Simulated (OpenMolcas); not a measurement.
# A workflow on InSi2H7 (SMILES [SiH3][SiH2][InH2])

We compute a single-point energy (HF/ANO-RCC-MB), then a single-point energy (CASSCF(2,2)/ANO-RCC-VDZP), then an energy scan (CASPT2(2,2)/ANO-RCC-VDZP), then the energy along one coordinate (SC-NEVPT2(2,2)/ANO-RCC-VDZP), then the energy along one coordinate (MC-PDFT[tPBE](2,2)/ANO-RCC-VDZP) of InSi2H7. 

The calculation is run with OpenMolcas 26.06.

### 1 Starting point

The species is InSi2H7 (10 atoms), meant as a singlet with charge 0. SMILES: `[SiH3][SiH2][InH2]`. The shape is that of a PBE0-D4/def2-TZVP optimisation.

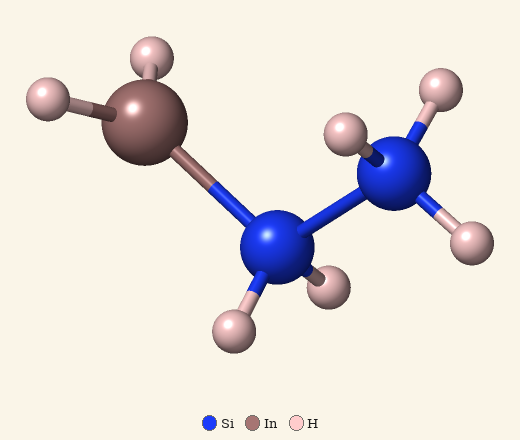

The structure, seen from a chosen angle (silicon blue, indium brown, hydrogen pink).

### 2 The energy at HF/ANO-RCC-MB (DKH2) (run 1)

struct.xyz reads:

```xyz
10

Si    -1.450900     0.732300    -0.821600
Si     0.023100    -0.982700    -0.222400
In     1.884800    -0.062700     1.293100
H     -2.541100     0.248700    -1.711500
H     -0.707700     1.812100    -1.527500
H     -2.065700     1.320500     0.400500
H     -0.761300    -2.056900     0.451800
H      0.588700    -1.557900    -1.477300
H      1.761400    -0.160900     3.013900
H      3.268800     0.707500     0.601100
```

step1.inp reads:

```
&gateway
  coord
  struct.xyz
  basis
  ANO-RCC-MB
  group
  NoSym

&seward

&scf
  prorbitals
  0

&localisation
  occupied
  freeze
  pipek-mezey

&localisation
  fileorb
  $Project.LocOrb
  virtual
  pipek-mezey
```

The run is started by

```sh
export MOLCAS_MEM=1860
pymolcas step1.inp > step1.log
```

The program printed:

```text
--- Start Module: gateway ---
[...]
--- Stop Module: gateway /rc=_RC_ALL_IS_WELL_ ---
[...]
      Basis functions           52
[...]
       Convergence after   9 Iterations
[...]
::    Total SCF energy                              -6460.0372160695
[...]
      Total spin, S                                     0.0000000000
[...]
      Total electronic charge=   84.000000
      Total            charge=   -0.000000
[...]
      Dipole Moment (debye):
      Origin of the operator (angstrom)=    0.9902   -0.0781    0.6696
                   X=  6.7614E-01               Y= -1.1308E-01               Z=  4.3377E-01           Total=  8.1124E-01
      Quadrupole Moment (debye*angstrom):
[...]
--- Start Module: localisation ---
[...]
--- Stop Module: localisation /rc=_RC_ALL_IS_WELL_ ---
--- Start Module: localisation ---
[...]
--- Stop Module: localisation /rc=_RC_ALL_IS_WELL_ ---
[...]
```

It took 13 s on 1 thread of Intel Xeon Platinum 8259CL at 2.50GHz (Skylake/Cascade Lake), shared host; peak memory 0.41 GiB.

### 3 The energy at CASSCF(2,2)/ANO-RCC-VDZP (DKH2, RICD fitting) (run 2)

struct.xyz is that of step 2.

step2.input reads:

```
&GATEWAY
  Coord=struct.xyz
  Basis=ANO-RCC-MB
  Group=NoSym

&SEWARD

&RASSCF
  FileOrb=$CurrDir/step1.LocOrb
  Alter=1
  1 43 44
  Spin=1
  Nactel=2 0 0
  Inactive=41
  Ras2=2
  OrbListing=Nothing
>>> COPY $Project.RunFile RUNFIL1
>>> COPY $Project.RasOrb INPORB

&GATEWAY
  Coord=struct.xyz
  Basis=ANO-RCC-VDZP
  Group=NoSym
  RICD

&SEWARD
>>> COPY $Project.RunFile RUNFIL2

&EXPBAS

&RASSCF
  FileOrb=$Project.ExpOrb
  Spin=1
  Nactel=2 0 0
  Inactive=41
  Ras2=2
  OrbListing=Nothing
  OrbAppear=Compact
```

The run is started by

```sh
export MOLCAS_MEM=1860
pymolcas step2.input > step2.log
```

The program printed:

```text
--- Start Module: gateway ---
[...]
      Basis functions           52
[...]
      Number of active orbitals                  2
[...]
      Spin quantum number                      0.0
[...]
      Active orbitals                            2
[...]
      Number of CSFs                             3
[...]
      Number of root(s) required                 1
[...]
      Convergence after 12 iterations
[...]
      printout of CI-coefficients larger than  0.05 for root  1
      energy=   -6460.043406
      conf/sym  11     Coeff  Weight
             1  20   0.99542 0.99086
             3  02  -0.09558 0.00914
      Natural orbitals and occupation numbers for root  1
      sym 1:   1.981729   0.018271
      ************************************************************************************************************************
      *                                                    Final results                                                     *
[...]
::    RASSCF root number  1 Total energy:  -6460.04340554
[...]
      Basis functions          114
[...]
      Convergence after 19 iterations
[...]
      Natural orbitals and occupation numbers for root  1
      sym 1:   1.981898   0.018102
      ************************************************************************************************************************
      *                                                    Final results                                                     *
[...]
::    RASSCF root number  1 Total energy:  -6460.21960938
[...]
      Total electronic charge=   84.000000
      Total            charge=   -0.000000
[...]
      Dipole Moment (debye):
      Origin of the operator (angstrom)=    0.9902   -0.0781    0.6696
                   X= -5.6526E-02               Y= -3.1024E-01               Z= -1.0591E-01           Total=  3.3265E-01
      Quadrupole Moment (debye*angstrom):
[...]
```

It took 54 s on 1 thread of Intel Xeon Platinum 8259CL at 2.50GHz (Skylake/Cascade Lake), shared host; peak memory 0.41 GiB.

### 4 The energy along one coordinate at CASPT2(2,2)/ANO-RCC-VDZP (DKH2, RICD fitting, ipea shift 0.25 Eh, pt2 variant SS) (run 3)

step3.inp reads:

```
* H7InSi2 CASPT2
>>> EXPORT MOLCAS_PRINT=2
>>> COPY $CurrDir/step2.RasOrb $Project.RasOrb
>>> ForEach K in (1, 2, 3, 4, 5, 6, 7, 8, 9)

&GATEWAY
  Coord=$CurrDir/point$K.xyz
  Basis=ANO-RCC-VDZP
  Group=NoSym
  RICD

&SEWARD

&RASSCF
  FileOrb=$Project.RasOrb
  Spin=1
  Nactel=2 0 0
  Inactive=41
  Ras2=2
  OrbListing=Nothing
  OrbAppear=Compact

&CASPT2
  Imaginary=0.2
  Frozen=28
>>> EndDo
```

The run is started by

```sh
export MOLCAS_MEM=1860
pymolcas step3.inp > step3.log
```

The program printed:

```text
[...]
      Basis functions          114
[...]
      Number of active orbitals                  2
[...]
      Spin quantum number                      0.0
[...]
      Active orbitals                            2
[...]
      Number of CSFs                             3
[...]
      Number of root(s) required                 1
[...]
      Convergence after 29 iterations
[...]
      printout of CI-coefficients larger than  0.05 for root  1
      energy=   -6460.199072
      conf/sym  11     Coeff  Weight
             1  20   0.99669 0.99338
             3  02  -0.08136 0.00662
      Natural orbitals and occupation numbers for root  1
      sym 1:   1.986763   0.013237
      ************************************************************************************************************************
      *                                                    Final results                                                     *
[...]
::    RASSCF root number  1 Total energy:  -6460.19907158
[...]
::    CASPT2 Root  1     Total energy:  -6460.81521045
[...]
      Convergence after 15 iterations
[...]
      Natural orbitals and occupation numbers for root  1
      sym 1:   1.981892   0.018108
      ************************************************************************************************************************
      *                                                    Final results                                                     *
[...]
      Convergence after 12 iterations
[...]
      Convergence after 12 iterations
[...]
      Convergence after  9 iterations
[...]
::    RASSCF root number  1 Total energy:  -6460.13839244
[...]
::    CASPT2 Root  1     Total energy:  -6460.72900693
[...]
      Convergence after  6 iterations
[...]
::    RASSCF root number  1 Total energy:  -6460.13817913
[...]
      Reference weight:           0.84475
[...]
::    CASPT2 Root  1     Total energy:  -6460.72837182
[...]
```

It took 5.7 min on 1 thread of Intel Xeon Platinum 8259CL at 2.50GHz (Skylake/Cascade Lake), shared host; peak memory 0.37 GiB.

The scan, from its lowest point:

```
In3–Si2 (Å)  energy (kJ/mol)
      2.314             34.6
      2.571              0.0
      2.828             19.0
      3.214             80.3
      3.728            161.5
      4.370            225.1
      5.142            253.5
      6.170            260.9
      7.712            262.6
```

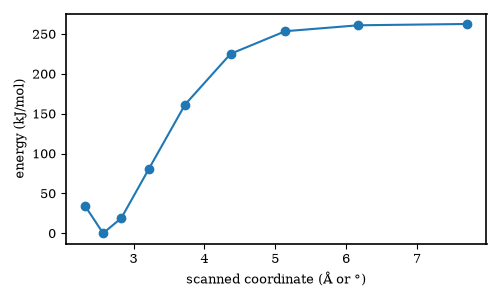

Energy along the scan.

### 5 The energy along one coordinate at SC-NEVPT2(2,2)/ANO-RCC-VDZP (DKH2, RICD fitting, pt2 variant SC-NEVPT2) (run 4)

step4.input reads:

```
* H7InSi2 NEVPT2
>>> COPY $CurrDir/step2.RasOrb $Project.RasOrb
>>> ForEach K in (1, 2, 3, 4, 5, 6, 7, 8, 9)

&gateway
  coord=$CurrDir/point$K.xyz
  basis=ANO-RCC-VDZP
  group=NoSym
  ricd

&seward

&rasscf
  fileorb=$Project.RasOrb
  spin=1
  nactel=2 0 0
  inactive=41
  ras2=2
  orblisting=Nothing
  orbappear=Compact

&caspt2
  sc-nevpt2
  frozen=28
>>> EndDo
```

The run is started by

```sh
export MOLCAS_MEM=1860
pymolcas step4.input > step4.log
```

The program printed:

```text
--- Start Module: gateway ---
[...]
      Basis functions          114
[...]
      Number of active orbitals                  2
[...]
      Spin quantum number                      0.0
[...]
      Active orbitals                            2
[...]
      Number of CSFs                             3
[...]
      Number of root(s) required                 1
[...]
      Convergence after 29 iterations
[...]
      printout of CI-coefficients larger than  0.05 for root  1
      energy=   -6460.199072
      conf/sym  11     Coeff  Weight
             1  20   0.99669 0.99338
             3  02  -0.08136 0.00662
      Natural orbitals and occupation numbers for root  1
      sym 1:   1.986763   0.013237
      ************************************************************************************************************************
      *                                                    Final results                                                     *
[...]
::    RASSCF root number  1 Total energy:  -6460.19907158
[...]
::    SC-NEVPT2 Root  1     Total energy:  -6460.81229785
[...]
      Convergence after 15 iterations
[...]
      Natural orbitals and occupation numbers for root  1
      sym 1:   1.981892   0.018108
      ************************************************************************************************************************
      *                                                    Final results                                                     *
[...]
      Convergence after 12 iterations
[...]
      Convergence after 12 iterations
[...]
      Convergence after  9 iterations
[...]
::    RASSCF root number  1 Total energy:  -6460.13839244
[...]
::    SC-NEVPT2 Root  1     Total energy:  -6460.72783885
[...]
      Convergence after  6 iterations
[...]
::    RASSCF root number  1 Total energy:  -6460.13817913
[...]
::    SC-NEVPT2 Root  1     Total energy:  -6460.72737424
[...]
```

It took 5.5 min on 1 thread of Intel Xeon Platinum 8259CL at 2.50GHz (Skylake/Cascade Lake), shared host; peak memory 0.37 GiB.

The scan, from its lowest point:

| In3–Si2 (Å) | energy (kJ/mol) |
| --- | --- |
| 2.314 | 35.4 |
| 2.571 | 0.0 |
| 2.828 | 17.6 |
| 3.214 | 77.5 |
| 3.728 | 158.6 |
| 4.370 | 222.5 |
| 5.142 | 250.0 |
| 6.170 | 257.1 |
| 7.712 | 258.3 |

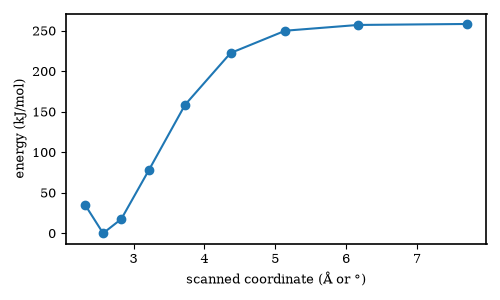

Energy along the scan.

### 6 The energy along one coordinate at MC-PDFT[tPBE](2,2)/ANO-RCC-VDZP (DKH2, RICD fitting) (run 5)

step5.input reads:

```
>>> COPY $CurrDir/step2.RasOrb $Project.RasOrb
>>> ForEach K in (1, 2, 3, 4, 5, 6, 7, 8, 9)
&GATEWAY
Coord = $CurrDir/point$K.xyz
Basis = ANO-RCC-VDZP
Group = NoSym
RICD
&SEWARD
&RASSCF
FileOrb = $Project.RasOrb
Spin = 1
Nactel = 2 0 0
Inactive = 41
Ras2 = 2
OrbListing = Nothing
OrbAppear = Compact
&MCPDFT
KSDFT = T:PBE
>>> EndDo
```

The run is started by

```sh
export MOLCAS_MEM=1860
pymolcas step5.input > step5.log
```

The program printed:

```text
--- Start Module: gateway ---
[...]
      Basis functions          114
[...]
      Number of active orbitals                  2
[...]
      Spin quantum number                      0.0
[...]
      Active orbitals                            2
[...]
      Number of CSFs                             3
[...]
      Number of root(s) required                 1
[...]
      Convergence after 29 iterations
[...]
      printout of CI-coefficients larger than  0.05 for root  1
      energy=   -6460.199072
      conf/sym  11     Coeff  Weight
             1  20   0.99669 0.99338
             3  02  -0.08136 0.00662
      Natural orbitals and occupation numbers for root  1
      sym 1:   1.986763   0.013237
      ************************************************************************************************************************
      *                                                    Final results                                                     *
[...]
::    RASSCF root number  1 Total energy:  -6460.19907158
[...]
::    MCPDFT root number  1 Total energy:  -6463.40867008
[...]
      Convergence after 15 iterations
[...]
      Natural orbitals and occupation numbers for root  1
      sym 1:   1.981892   0.018108
      ************************************************************************************************************************
      *                                                    Final results                                                     *
[...]
      Convergence after 12 iterations
[...]
      Convergence after 12 iterations
[...]
      Convergence after  9 iterations
[...]
::    RASSCF root number  1 Total energy:  -6460.13839244
[...]
::    MCPDFT root number  1 Total energy:  -6463.31874269
[...]
      Convergence after  6 iterations
[...]
::    RASSCF root number  1 Total energy:  -6460.13817913
[...]
::    MCPDFT root number  1 Total energy:  -6463.31867477
[...]
```

Run time: 5.4 min. Hardware: 1 thread of Intel Xeon Platinum 8259CL at 2.50GHz (Skylake/Cascade Lake), shared host; peak memory 0.37 GiB.

The scan, from its lowest point:

| In3–Si2 (Å) | energy (kJ/mol) |
| --- | --- |
| 2.314 | 33.8 |
| 2.571 | 0.0 |
| 2.828 | 16.6 |
| 3.214 | 75.2 |
| 3.728 | 158.3 |
| 4.370 | 230.2 |
| 5.142 | 263.2 |
| 6.170 | 269.9 |
| 7.712 | 270.1 |

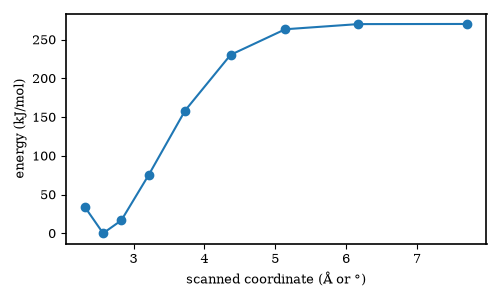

Energy along the scan.

### 7 What came out

| quantity | value |
| --- | --- |
| run 1, HF/ANO-RCC-MB: total energy | -6460.03722 Eh |
| run 1, HF/ANO-RCC-MB: dipole moment | 0.81 D |
| run 1, HF/ANO-RCC-MB: HOMO energy | -10.28 eV |
| run 1, HF/ANO-RCC-MB: LUMO energy | -0.10 eV |
| run 1, HF/ANO-RCC-MB: HOMO–LUMO gap | 10.18 eV |
| run 2, CASSCF(2,2)/ANO-RCC-VDZP: total energy | -6460.21961 Eh |
| run 2, CASSCF(2,2)/ANO-RCC-VDZP: dipole moment (CASSCF density) | 0.33 D |
| run 3, CASPT2(2,2)/ANO-RCC-VDZP: lowest energy of the scan | -6460.82838 Eh |
| run 4, SC-NEVPT2(2,2)/ANO-RCC-VDZP: lowest energy of the scan | -6460.82577 Eh |
| run 5, MC-PDFT[tPBE](2,2)/ANO-RCC-VDZP: lowest energy of the scan | -6463.42154 Eh |
